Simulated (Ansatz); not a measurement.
Input

```
crystal:
  periodic: [false, false, false]
  atoms:
    - {symbol: B, position_ang: [-1.135955, -1.477322, 0.665945]}
    - {symbol: F, position_ang: [0.861470, 0.663704, -0.507603]}
    - {symbol: Ge, position_ang: [0.579260, 0.124958, 1.155972]}
    - {symbol: P, position_ang: [0.586972, -2.251883, 0.397775]}
    - {symbol: H, position_ang: [-1.668789, -1.719053, 1.721469]}
    - {symbol: H, position_ang: [-1.695923, -0.972622, -0.274557]}
    - {symbol: H, position_ang: [0.907177, -2.567529, -0.941021]}
    - {symbol: H, position_ang: [0.831350, -3.428928, 1.142698]}
basis:
  gaussian:
    orbitals: def2-TZVPD
magnetization:
  spin_polarized: true
  initial_magnetization: 1
hamiltonian:
  xc: {name: PBE0}
output:
  forces: true
  orbitals: {seedname: orbitals}
```

Run with:

```sh
ansatz run input.yaml --threads 2 --pin off --max-ram 4350MiB --events-out events.jsonl --progress --plain --runs-dir runs
```

Geometry: r2SCAN-D4/def2-SVP.

The calculation used isolated molecule in a Gaussian basis; Kohn-Sham density functional theory, functional PBE0 (Ansatz 0.2.0).

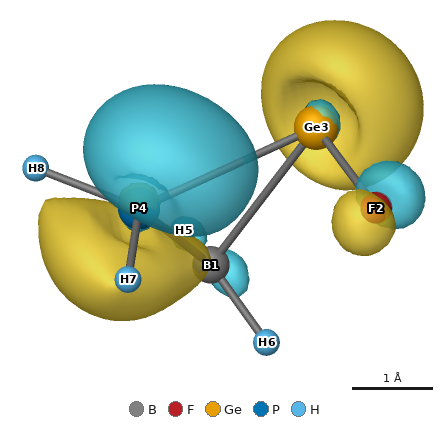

BFGeH₄P (doublet). The HOMO (β) at ±0.15 Å⁻³ᐟ² (yellow and cyan are the two phases), seen from one side.

Q: Describe this orbital and give its energy.

A: It lies mainly on P4 (about 45 %), Ge3 (about 35 %) and B1 (about 5 %). Its energy is −7.30 eV.
